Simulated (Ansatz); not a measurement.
# Amorphous Ti20O41Ca

The cell was made by melting and quenching with the CHGNet potential and then relaxed with DFT. O atoms were pushed apart under 1.9 Å during the dynamics, to hinder bonds among them. The hot cell started wider than the set density and was brought back towards it in steps. It is the lowest in DFT energy of 2 quenches. It is a model cell: composition and starting density were chosen by hand, and all elements were melted together. No dispersion term was used.

Methods: PBE, scalar-relativistic without spin-orbit coupling (Ansatz, a quantum-chemistry and plane-wave program); r2SCAN, scalar-relativistic without spin-orbit coupling (Ansatz); HSE06, scalar-relativistic without spin-orbit coupling (Ansatz). Geometry, pressure, stress and energy are those of the PBE run. Its sampling: a 2×2×2 Γ-centred mesh; Fermi-Dirac width 0.02 eV; no spin polarisation. Other functionals are single points at the zone centre (r2SCAN at 500 eV; exact exchange cut at the cell's faces), free to take moments where seeds were set. At PBE the levels at the filled edge of the gap are localised (band-tail or defect states).

```json
{
 "number_of_atoms_in_the_cell": "62",
 "Density (held, not predicted)": "3.59 g/cm³",
 "volume_per_atom": "12.34 Å³",
 "Pressure on a 2×2×2 Γ-centred mesh": "0.45 GPa",
 "Largest force and stress component on that mesh (the relaxation ran on the zone centre alone)": "0.10 eV/Å and 0.5 GPa",
 "Energy relative to anatase TiO2 + rock-salt CaO (lowest mix at this level among the phases computed, not always the ambient ones)": "0.134 eV/atom",
 "Level gap on a 2×2×2 Γ-centred mesh (PBE)": "2.62 eV",
 "Level gap at the zone centre (PBE)": "2.75 eV",
 "Level gap at the zone centre (r2SCAN)": "3.08 eV",
 "Level gap at the zone centre (HSE06)": "4.27 eV"
}
```

Bonds are counted up to Ti-Ti 3.12 Å, Ti-O 2.52 Å, Ti-Ca 3.50 Å, O-O 1.58 Å, O-Ca 2.90 Å, Ca-Ca 3.87 Å. Two cations that share two anions don't count as bonded, nor two that share one unless they lie closer than Ti-Ti 3.04 Å, Ti-Ca 3.40 Å, Ca-Ca 3.77 Å.

| Item | Result |
|---|---|
| Mean coordination of Ti by anions | 5.40 (2 with 4, 8 with 5, 10 with 6) |
| Mean coordination of O | 2.78 (14 with 2, 22 with 3, 5 with 4) |
| Mean coordination of Ca by anions | 6.00 (1 with 6) |
| Mean Ti-O bond | 1.974 Å (spread 0.169 Å, 108 counted) |
| Mean O-Ca bond | 2.455 Å (spread 0.090 Å, 6 counted) |

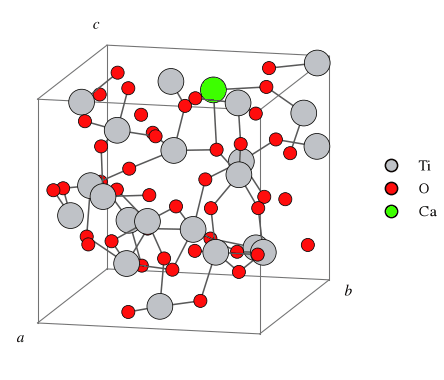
*The relaxed cell*

Its density started from a set value of 3.59 g/cm³. Cooling (nominally 240 K/ps over its main leg) ran many orders faster than in experiment, which tends to leave more defects and strain. A cell of this size samples the disorder only roughly. The volume was held where the preparation left it and the shape relaxed, at a PBE pressure of 0.5 GPa. Stress components on the final sampling reach 0.5 GPa.
